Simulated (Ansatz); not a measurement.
We consider CsCl-type PdIn, described by LC-ωPBE (plane waves, PAW; Ansatz, a program for electronic structure).

Run with plane-wave cutoff 460 eV, 8×8×8 k mesh, Fermi–Dirac smearing 0.05 eV, scalar-relativistic PAW data made under PBE.

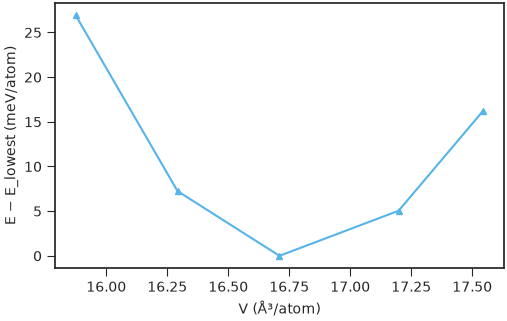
Figure. Total energy against volume

**Question.** From the curve, estimate the equilibrium volume and the bulk modulus.

**Answer.** V0 ≈ 16.8 Å³/atom and B0 ≈ 160 GPa; the fit gives V0 = 16.773 Å³/atom, B0 = 161 GPa, B′ = 4.9.

Spin–orbit coupling is not included.

Computed values are for the static lattice.

The result took around 24 core-minutes (rough).
